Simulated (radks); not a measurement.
The neutral boron atom in the configuration [He] 2s2 2p1 (high spin). It sits in a hard spherical wall of radius 8 bohr. The calculation used the in-house radial solver radks at this level: non-relativistic Kohn-Sham, LDA (Slater exchange, Perdew-Wang correlation), spin-polarised, spherical densities, point nucleus.

Wanted: the number of electrons inside radius r (solid) and the radial density 4πr²ρ (dashed).

The count levels off at 5 electrons. Half of them lie within 1.17 bohr, 90 % within 2.92 bohr and 99 % within 4.76 bohr. The radial density has a minimum at 0.805 bohr, where the count stands at 2.1; this parts the shells that the density resolves.

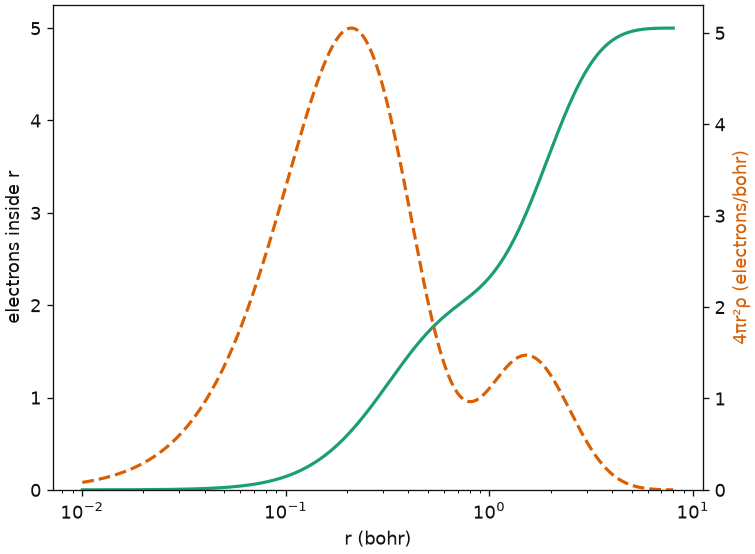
